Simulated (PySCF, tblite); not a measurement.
**C₃H₉BO₂PSi radical: geometry, infrared bands and EPR parameters**

Aim: predict the infrared bands and EPR parameters of C₃H₉BO₂PSi radical (`BP[SiH]1OC[CH]CO1`).

The runs use tblite 0.8.0 and PySCF 2.14.0, with density-fitted response routines of our own; the level of theory stands in each step. All values are computed, except where a source is named. Atoms count from 0, in the outputs and in this text.

## (1) The molecule as given

17 atoms, charge 0, multiplicity 2; geometry from: force field or distance geometry start.

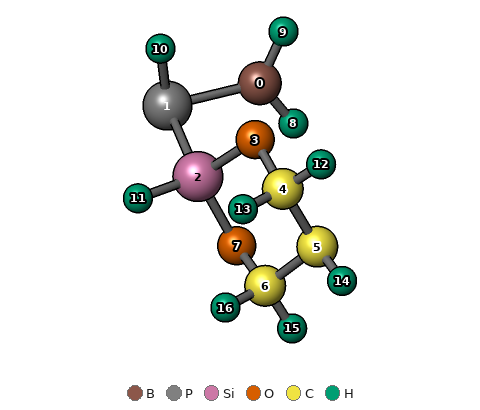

The starting geometry (boron brown, phosphorus grey, silicon pink, oxygen orange, carbon yellow, hydrogen teal), atoms numbered.

## (2) Optimising the geometry with GFN2-xTB

Job settings and geometry (Å):

```
{"job": {"kind": "relax", "xc": "GFN2-xTB", "basis": "xTB"}, "charge": 0, "multiplicity": 2}
B      3.048300     0.343700    -0.045400
P      2.141600     1.860700    -0.857800
Si     0.136900     0.993700    -0.594700
O     -0.091700     0.482700     1.030500
C     -1.286100    -0.273700     1.132000
C     -1.276800    -1.505000     0.203000
C     -1.234400    -1.065100    -1.271900
O     -0.029600    -0.399200    -1.598300
H      3.098500    -0.685600    -0.620900
H      3.460600     0.426600     1.058700
H      2.092700     2.624600     0.380900
H     -0.894900     1.995000    -0.948300
H     -1.393800    -0.628100     2.180200
H     -2.167900     0.369400     0.914700
H     -2.183400    -2.108600     0.392700
H     -1.306800    -1.981000    -1.881800
H     -2.120200    -0.437900    -1.517000
```

Started as:

```console
$ OMP_NUM_THREADS=1 python probes_run.py task.json out
```

One launch serves the whole session: the jobs run in the order shown.

Standard output:

```text
step      E/eV     max force
  0    -669.36854    3.217
  1    -669.76436    1.942
  2    -669.99679    0.979
  3    -670.03274    0.445
  4    -670.07185    0.486
  5    -670.09121    0.493
  6    -670.12848    0.458
  7    -670.14509    0.356
  8    -670.15892    0.285
  9    -670.17107    0.300
 10    -670.18723    0.398
 11    -670.20628    0.369
 12    -670.22745    0.325
 13    -670.24283    0.286
 14    -670.25011    0.190
 15    -670.25521    0.160
 16    -670.25997    0.162
 17    -670.26348    0.179
 18    -670.26638    0.137
 19    -670.26901    0.134
 20    -670.27160    0.097
 21    -670.27362    0.085
 22    -670.27557    0.115
 23    -670.27849    0.169
 24    -670.28292    0.193
 25    -670.28814    0.155
 26    -670.29242    0.139
 27    -670.29565    0.124
 28    -670.29861    0.140
 29    -670.30161    0.130
 30    -670.30405    0.110
 31    -670.30562    0.091
 32    -670.30694    0.090
 33    -670.30870    0.103
 34    -670.31100    0.112
 35    -670.31327    0.105
 36    -670.31522    0.139
 37    -670.31725    0.143
 38    -670.31892    0.099
 39    -670.31988    0.074
 40    -670.32030    0.051
 41    -670.32056    0.055
 42    -670.32081    0.050
 43    -670.32137    0.038
 44    -670.32163    0.045
 45    -670.32200    0.053
 46    -670.32230    0.057
 47    -670.32269    0.056
 48    -670.32306    0.061
 49    -670.32338    0.057
 50    -670.32361    0.039
 51    -670.32379    0.031
 52    -670.32396    0.027
 53    -670.32410    0.027
 54    -670.32425    0.032
 55    -670.32444    0.044
 56    -670.32469    0.042
 57    -670.32493    0.033
 58    -670.32513    0.033
 59    -670.32532    0.045
 60    -670.32556    0.060
 61    -670.32587    0.058
 62    -670.32612    0.034
 63    -670.32624    0.018
 64    -670.32630    0.021
 65    -670.32637    0.022
 66    -670.32645    0.020
 67    -670.32651    0.019
 68    -670.32656    0.019
 69    -670.32662    0.019
 70    -670.32673    0.032
 71    -670.32691    0.041
 72    -670.32714    0.037
 73    -670.32731    0.022
 74    -670.32742    0.023
 75    -670.32753    0.026
 76    -670.32770    0.040
 77    -670.32793    0.046
 78    -670.32816    0.034
 79    -670.32831    0.025
 80    -670.32843    0.028
 81    -670.32858    0.035
 82    -670.32876    0.030
 83    -670.32894    0.032
 84    -670.32909    0.030
 85    -670.32923    0.027
 86    -670.32938    0.030
 87    -670.32951    0.027
 88    -670.32962    0.021
 89    -670.32973    0.032
 90    -670.32987    0.035
 91    -670.33005    0.033
 92    -670.33023    0.029
 93    -670.33039    0.025
 94    -670.33049    0.027
 95    -670.33068    0.044
 96    -670.33092    0.051
 97    -670.33123    0.041
 98    -670.33154    0.046
 99    -670.33180    0.048
100    -670.33198    0.039
101    -670.33211    0.029
102    -670.33219    0.029
103    -670.33226    0.025
104    -670.33233    0.025
105    -670.33246    0.021
106    -670.33255    0.021
107    -670.33269    0.017
108    -670.33275    0.016
109    -670.33280    0.017
110    -670.33284    0.014
111    -670.33289    0.022
112    -670.33296    0.026
113    -670.33306    0.025
114    -670.33319    0.038
115    -670.33341    0.045
116    -670.33376    0.047
117    -670.33426    0.048
118    -670.33492    0.057
119    -670.33574    0.070
120    -670.33489    0.203
121    -670.33722    0.061
122    -670.33804    0.059
123    -670.33750    0.206
124    -670.33987    0.041
125    -670.34052    0.042
126    -670.33866    0.225
127    -670.34128    0.037
128    -670.34162    0.040
129    -670.34205    0.095
130    -670.34250    0.042
131    -670.34278    0.033
132    -670.34344    0.061
133    -670.34367    0.059
134    -670.34401    0.040
135    -670.34433    0.051
136    -670.34484    0.071
137    -670.34551    0.084
138    -670.34621    0.098
139    -670.34652    0.179
140    -670.34819    0.111
141    -670.34934    0.092
142    -670.35058    0.106
143    -670.35188    0.105
144    -670.35160    0.213
145    -670.35412    0.117
146    -670.35547    0.116
147    -670.35734    0.136
148    -670.35818    0.233
149    -670.36030    0.108
150    -670.36179    0.157
151    -670.36386    0.132
152    -670.36289    0.288
153    -670.36704    0.095
154    -670.36879    0.081
155    -670.36919    0.297
156    -670.37239    0.067
157    -670.37412    0.073
158    -670.37511    0.267
159    -670.37783    0.063
160    -670.37895    0.054
161    -670.37648    0.281
162    -670.38080    0.081
163    -670.38155    0.057
164    -670.38320    0.122
165    -670.38449    0.092
166    -670.38672    0.103
167    -670.38707    0.112
168    -670.38801    0.057
169    -670.38815    0.068
170    -670.38867    0.039
171    -670.38928    0.064
172    -670.38971    0.043
173    -670.39043    0.041
174    -670.39090    0.068
175    -670.39116    0.067
176    -670.39150    0.051
177    -670.39177    0.033
178    -670.39219    0.051
179    -670.39250    0.055
180    -670.39295    0.051
181    -670.39340    0.072
182    -670.39389    0.076
183    -670.39448    0.059
184    -670.39494    0.057
185    -670.39521    0.036
186    -670.39551    0.053
187    -670.39592    0.050
188    -670.39653    0.045
189    -670.39742    0.049
190    -670.39795    0.057
191    -670.39847    0.061
192    -670.39904    0.052
193    -670.39957    0.044
194    -670.40022    0.063
195    -670.40066    0.060
196    -670.40129    0.058
197    -670.40191    0.062
198    -670.40227    0.068
199    -670.40279    0.070
200    -670.40331    0.047
201    -670.40444    0.071
202    -670.40501    0.063
203    -670.40611    0.066
204    -670.40679    0.080
205    -670.40752    0.061
206    -670.40820    0.053
207    -670.40885    0.065
208    -670.40935    0.055
209    -670.40995    0.074
210    -670.41040    0.075
211    -670.41091    0.075
212    -670.41136    0.048
213    -670.41178    0.051
214    -670.41213    0.040
215    -670.41240    0.034
216    -670.41266    0.037
217    -670.41292    0.037
218    -670.41313    0.029
219    -670.41335    0.029
220    -670.41360    0.030
221    -670.41388    0.042
222    -670.41430    0.046
223    -670.41476    0.049
224    -670.41518    0.042
225    -670.41548    0.031
226    -670.41566    0.025
227    -670.41578    0.023
228    -670.41589    0.023
229    -670.41600    0.021
230    -670.41612    0.014
231    -670.41616    0.019
232    -670.41621    0.014
233    -670.41625    0.014
234    -670.41628    0.013
235    -670.41630    0.009
```

Run time: 1.8 s. Hardware: 1 thread of Arm Neoverse V2, shared host.

Step by step: (not every step is listed)

```
step  energy from step 0 (eV)  largest force (eV/Å)
   0                   0.0000                3.2166
   1                  -0.3958                1.9416
   2                  -0.6282                0.9790
   3                  -0.6642                0.4447
   4                  -0.7033                0.4855
   5                  -0.7227                0.4933
   6                  -0.7599                0.4576
   7                  -0.7765                0.3562
   8                  -0.7904                0.2849
  30                  -0.9355                0.1098
  52                  -0.9554                0.0272
  74                  -0.9589                0.0233
  96                  -0.9624                0.0512
 118                  -0.9664                0.0574
 140                  -0.9796                0.1106
 162                  -1.0123                0.0806
 184                  -1.0264                0.0573
 206                  -1.0397                0.0534
 228                  -1.0473                0.0229
 230                  -1.0476                0.0142
 231                  -1.0476                0.0191
 232                  -1.0477                0.0144
 233                  -1.0477                0.0136
 234                  -1.0477                0.0127
 235                  -1.0478                0.0091
```

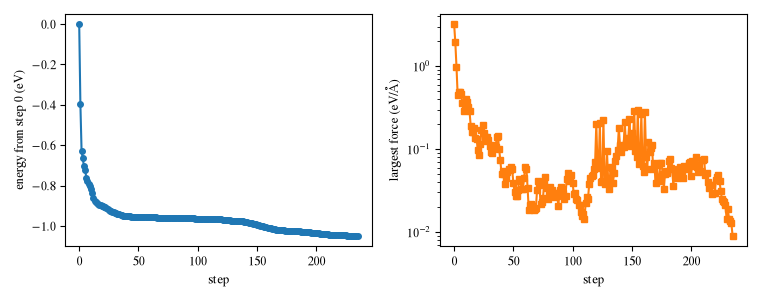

Energy and force, step by step.

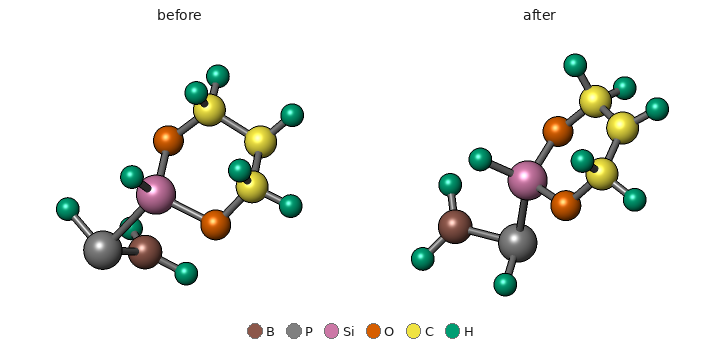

The geometry before (left) and after (right).

Close pairs (by a distance rule), those that changed most:

```
  bond  before (Å)  after (Å)  change (Å)
 B0–P1       1.945      1.825      -0.120
Si2–O7       1.725      1.625      -0.100
Si2–O3       1.719      1.624      -0.095
P1–H10       1.456      1.378      -0.078
 C4–C5       1.542      1.475      -0.067
 C5–C6       1.540      1.475      -0.065
C5–H14       1.106      1.075      -0.031
 O3–C4       1.417      1.402      -0.016
```

The end geometry stands in the next job.

## (3) Harmonic vibrations with GFN2-xTB

Job settings and geometry (Å):

```
{"job": {"kind": "ir", "xc": "GFN2-xTB", "basis": "xTB"}, "charge": 0, "multiplicity": 2}
B      3.269121     1.503617     0.573012
P      2.498014     0.220995    -0.471463
Si     0.334398     0.557456    -0.216461
O     -0.148979    -0.307047     1.070340
C     -1.397289    -0.943914     1.097835
C     -1.973056    -1.299731    -0.212694
C     -1.623515    -0.655806    -1.492556
O     -0.358808    -0.055565    -1.552116
H      2.977826     1.552373     1.704582
H      4.125785     2.180760     0.156934
H      2.654412     0.701325    -1.753426
H     -0.151228     1.938162    -0.046775
H     -1.279185    -1.850238     1.710181
H     -2.092762    -0.282362     1.653115
H     -2.808783    -1.975521    -0.214162
H     -1.662324    -1.396010    -2.304394
H     -2.370624     0.123536    -1.745467
```

Standard output:

```text
mode    cm-1     km/mol
  1      26.4      0.89
  2      60.7      0.42
  3      72.4      0.71
  4      91.9      4.01
  5     113.4      4.64
  6     123.1      1.57
  7     214.2     17.54
  8     278.0      7.76
  9     347.1      7.97
 10     350.7     50.44
 11     418.2      8.01
 12     525.9     19.96
 13     559.5     19.95
 14     689.7     36.20
 15     720.6    109.19
 16     722.6    154.53
 17     752.2    103.02
 18     762.5    114.29
 19     767.9    138.22
 20     802.4     61.94
 21     815.5    106.43
 22     867.3      7.83
 23     880.1      8.59
 24     911.3     19.31
 25     963.6     31.57
 26    1019.9     23.14
 27    1145.6    277.90
 28    1161.2      7.65
 29    1163.6     83.39
 30    1179.8      7.08
 31    1199.5     66.69
 32    1287.1      5.47
 33    1325.1      6.27
 34    1347.3     16.72
 35    1441.4      1.29
 36    1444.4      8.86
 37    2159.3    234.88
 38    2362.8    120.84
 39    2633.8    105.65
 40    2672.5    106.33
 41    2719.2     21.67
 42    2722.2     75.21
 43    2864.3     30.70
 44    2873.7     32.01
 45    3130.1     24.07
```

It took 0.65 s on 1 thread of Arm Neoverse V2, shared host.

Which atoms move in the most intense modes:

```
cm⁻¹  km/mol                                atoms
 721   109.2          H11 30 %, H10 26 %, H9 15 %
 723   154.5                    H11 53 %, C5 11 %
 762   114.3  Si2 35 %, C6 16 %, C4 16 %, O7 12 %
 768   138.2            H9 36 %, H8 29 %, B0 27 %
 816   106.4           Si2 24 %, B0 16 %, H8 11 %
1146   277.9   C6 20 %, O7 19 %, O3 17 %, C4 16 %
2159   234.9                             H11 97 %
2363   120.8                             H10 97 %
```

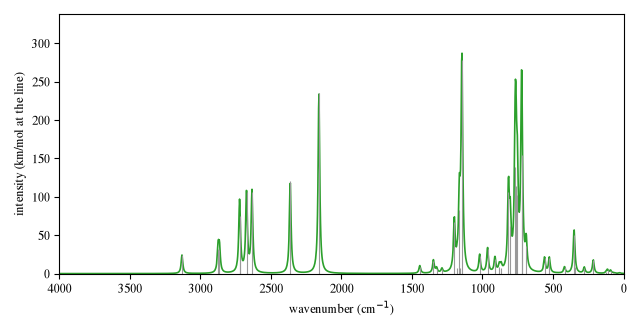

The infrared spectrum from these modes, unscaled. Lines are broadened to a width of 14 cm⁻¹ (Lorentzian).

## (4) g tensor and hyperfine couplings: B3LYP/pcH-1

Same as in step 3 but for these lines:

```diff
@@ -1,2 +1,2 @@
-{"job": {"kind": "ir", "xc": "GFN2-xTB", "basis": "xTB"}, "charge": 0, "multiplicity": 2}
+{"job": {"kind": "epr", "basis": "pcH-1"}, "charge": 0, "multiplicity": 2}
 B      3.269121     1.503617     0.573012
```

Level: UKS B3LYP, pcH-1 on B C H O P Si, non-relativistic, mean-field spin-orbit, GIAO.

Standard output:

```text
UKS, coarse grid
  cycle   1  E = -925.73295077  |g| = 7.18e-01
  cycle   2  E = -925.45791375  |g| = 1.14e+00
  cycle   3  E = -925.90496544  |g| = 8.51e-02
  cycle   4  E = -925.90734950  |g| = 3.88e-02
  cycle   5  E = -925.90816567  |g| = 8.35e-03
  cycle   6  E = -925.90820406  |g| = 3.17e-03
  cycle   7  E = -925.90821104  |g| = 1.17e-03
  cycle   8  E = -925.90821115  |g| = 3.87e-04
UKS, final grid
  cycle   1  E = -925.90822666  |g| = 4.70e-04
  cycle   2  E = -925.90822656  |g| = 6.71e-04
  cycle   3  E = -925.90822678  |g| = 7.17e-05
  cycle   4  E = -925.90822678  |g| = 2.25e-05
E = -925.90822678 Eh   <S^2> = 0.7540 (exact 0.7500)
g shifts (ppm)      1          2          3
  rmc          -136       -136       -136
  gc              6         17         18
  oz_so         -45        290        745
  total        -175        171        626
hyperfine (MHz)  atom isotope    a_iso     a_fc   dipolar eigenvalues
    0   11B       0.12       0.12     -0.14     -0.08      0.22
    1   31P       6.60       6.61     -0.80     -0.65      1.45
    2  29Si       1.79       1.79     -0.80      0.25      0.56
    3   17O      -1.68      -1.68     -2.36      0.85      1.51
    4   13C     -36.99     -37.00     -2.80     -0.52      3.32
    5   13C      93.65      93.74    -80.64    -79.71    160.36
    6   13C     -37.07     -37.08     -2.77     -0.59      3.37
    7   17O      -2.43      -2.43     -2.65      1.02      1.64
    8    1H      -0.03      -0.03     -0.35     -0.32      0.68
    9    1H       0.14       0.14     -0.23     -0.21      0.45
   10    1H       0.10       0.10     -0.53     -0.48      1.01
   11    1H       0.02       0.02     -1.32     -1.24      2.56
   12    1H      82.77      82.77     -5.37     -4.56      9.93
   13    1H     152.93     152.93     -5.97     -2.14      8.11
   14    1H     -60.90     -60.92    -37.80     -1.21     39.01
   15    1H      78.18      78.18     -5.43     -4.53      9.96
   16    1H     153.03     153.03     -6.03     -2.08      8.10
```

It took 2.2 min on 1 thread of Arm Neoverse V2, shared host; peak memory 1.1 GiB.

Principal g values 2.00214, 2.00249, 2.00295; g(iso) = 2.00253, against 2.00232 for a free electron.

Mean a(iso) over the nuclei that a row names, and the largest dipolar term of the row (other rows stand at the frozen geometry):

```
  nuclei  isotope  a(iso) (MHz)  a(iso) (G, at g = 2.0023)  largest dipolar term (MHz)
H13, H16       1H         153.0                       54.6                         8.1
      C5      13C          93.6                       33.4                       160.4
H12, H15       1H          80.5                       28.7                        10.0
     H14       1H         -60.9                      -21.7                        39.0
  C4, C6      13C         -37.0                      -13.2                         3.4
      P1      31P           6.6                        2.4                         1.4
  O3, O7      17O          -2.1                       -0.7                        -2.7
     Si2     29Si           1.8                        0.6                        -0.8
      B0      11B           0.1                        0.0                         0.2
     H10       1H           0.1                        0.0                         1.0
  H8, H9       1H           0.1                        0.0                         0.7
     H11       1H           0.0                        0.0                         2.6
```

Mulliken spin populations:

B0 0.00; P1 0.00; Si2 0.00; O3 0.00; C4 -0.08; C5 1.00; C6 -0.08; O7 0.00; H8 0.00; H9 0.00; H10 0.00; H11 0.00; H12 0.03; H13 0.07; H14 -0.04; H15 0.03; H16 0.07

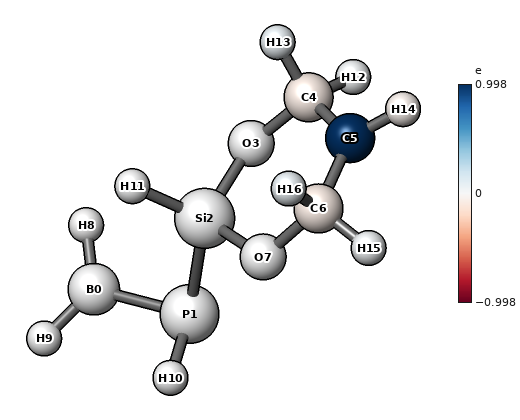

Mulliken spin populations, as colours on the atoms.

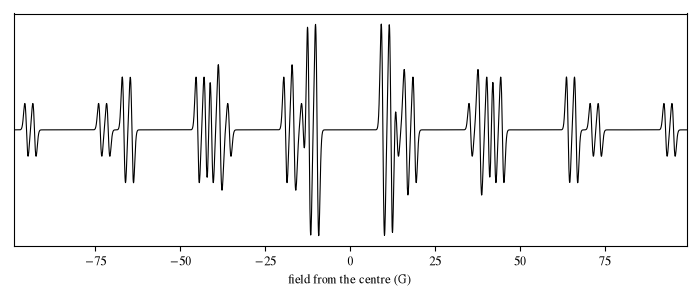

First-order isotropic spectrum (first derivative, main isotopes with spin only, couplings over 0.8 MHz, Gaussian width 0.5 G; couplings of the frozen geometry, rotation of groups not averaged beyond the rows shown).

Orbitals, density, ELF and potential are computed afterwards from the orbital file.

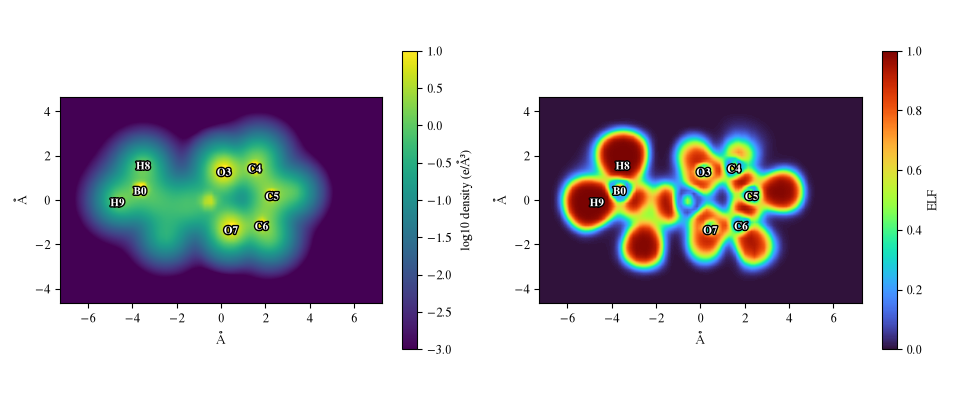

Density (left) and ELF (right) in a plane through or near 8 of the atoms.

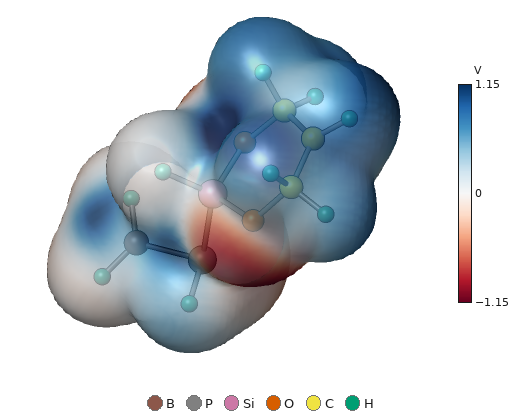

Electrostatic potential on the surface of density 0.002 e/bohr³; red is low, blue high. It runs from -1.14 V near O3 to 1.15 V near H14.

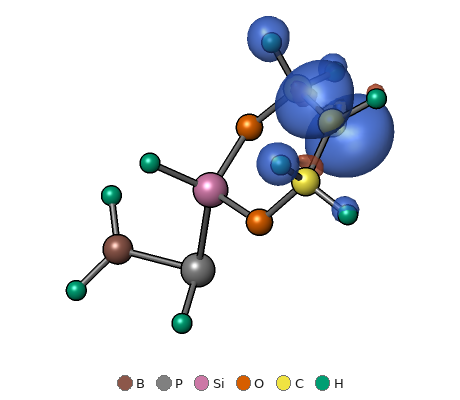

Spin density at ±0.04 e/Å³ (alpha excess blue, beta excess red).

## (5) Results

```
                                 quantity                      value
strongest single infrared mode (GFN2-xTB)      1146 cm⁻¹, 278 km/mol
             zero-point energy (GFN2-xTB)              72.5 kcal/mol
                           g(iso) (B3LYP)                    2.00253
                                     ⟨S²⟩         0.754 (exact 0.75)
       largest a(iso) (averaged by class)  1H on H13, H16, 153.0 MHz
    surface potential, least and greatest         -1.14 V and 1.15 V
```

What this shows: Relaxing lowered the energy by 1.048 eV in 235 steps; the close pair that moved most is B0–P1, from 1.945 to 1.825 Å. All 45 modes are real, so the xTB geometry is a minimum. The strongest single mode, at 1146 cm⁻¹, has its largest shares on C6, O7, O3 and C4 (the list is cut at 4 atoms). Unscaled tight-binding wavenumbers are off by several per cent, some by more. Its intensities can rank the bands wrongly. C5 carries the largest spin population, 1.00 e. The isotropic g lies 0.2 ppt above the free-electron value.
